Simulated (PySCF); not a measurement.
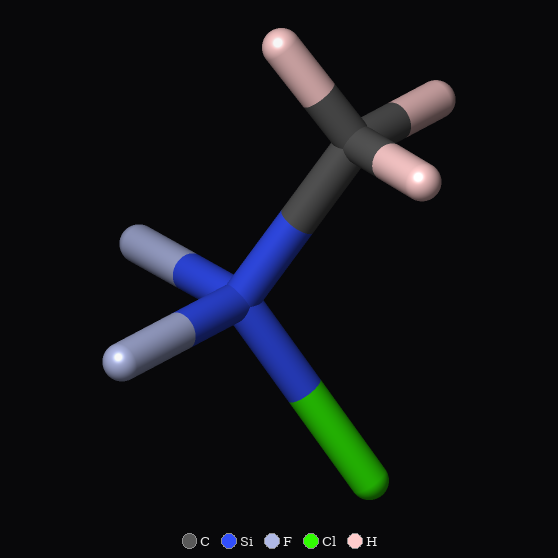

A stick model of a molecule.

Describe the molecule.

The molecule is CH₃ClF₂Si. SMILES: `C[Si](F)(F)Cl`. It has no ring. The point group is Cs. Coordination: 1 C tetrahedral; 1 Si tetrahedral.

More results for the same structure follow; atom numbers are the same in all pictures, views and colours differ. The computed structure is the end point of a PBE0-D3(BJ)/def2-TZVP optimisation. No frequency run is at hand to confirm it as a minimum.

**Shape**

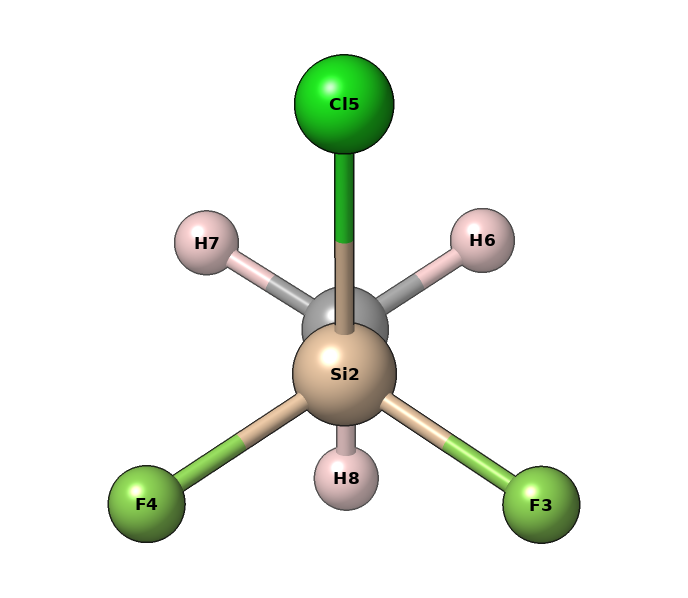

C1 lies behind Si2. The molecule seen nearly along the Si2–C1 bond, Si2 in front. Atoms fade into the background with distance from the viewer. No frequency run is at hand to confirm it as a minimum.

Question: What is the torsion angle Cl5–Si2–C1–H6? The sign is positive where the front bond must turn clockwise to cover the back bond.

Answer: 59°, synclinal (gauche). The bonds about Si2–C1 are staggered.

**Electronic properties**

No frequency run is at hand to confirm it as a minimum. Level of theory: WP04/pcSseg-2 in chloroform (IEF-PCM) (PySCF 2.14.0).

Computed properties:

- dipole moment: 2.77 D
- HOMO energy (Kohn–Sham orbital): −10.68 eV
- LUMO energy (Kohn–Sham orbital): −1.02 eV
- HOMO–LUMO gap: 9.65 eV

**NMR shielding**

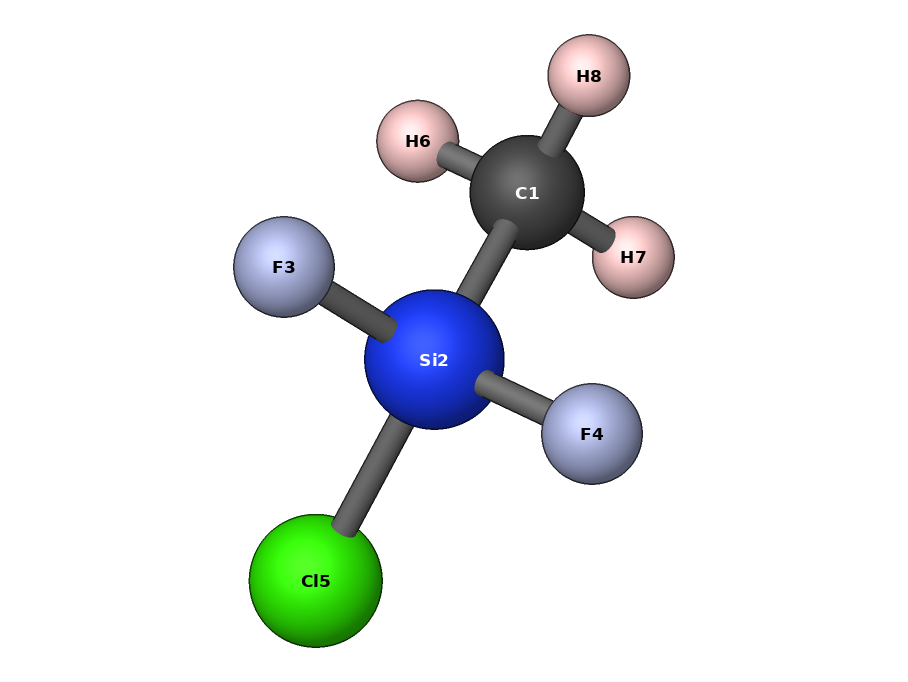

No frequency run is at hand to confirm it as a minimum. Method: GIAO ωB97X-D/pcSseg-2 NMR shielding, non-relativistic, gas phase (PySCF 2.14.0). Principal shieldings σ11 ≤ σ22 ≤ σ33, span Ω = σ33 − σ11, skew κ = 3(σiso − σ22)/Ω.

Give the shielding tensors of the Si atoms.

| atom | σ11 | σ22 | σ33 | σiso | Ω | κ |
| --- | --- | --- | --- | --- | --- | --- |
| Si2 | 334.2 | 336.8 | 408.8 | 359.9 | 74.6 | 0.93 |

Shieldings and span in ppm.

**Bond orders**

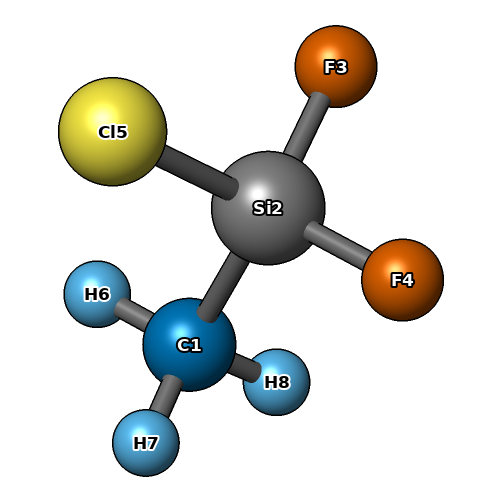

The thickness of each stick grows with its Mayer bond order. No frequency run is at hand to confirm it as a minimum. Computed with PBE0/pcSseg-2 (PySCF 2.14.0).

Question: Which bond has the highest Mayer bond order?

Answer: Si2–Cl5, 1.09, at a length of 2.029 Å.

List the Mayer bond orders of C1–Si2, C1–H6, C1–H8, Si2–F3, Si2–Cl5 (one bond of each equivalent set).

| bond | Mayer order | length (Å) |
| --- | --- | --- |
| C1–Si2 | 1.00 | 1.832 |
| C1–H6 | 0.98 | 1.091 |
| C1–H8 | 0.97 | 1.092 |
| Si2–F3 | 0.97 | 1.583 |
| Si2–Cl5 | 1.09 | 2.029 |
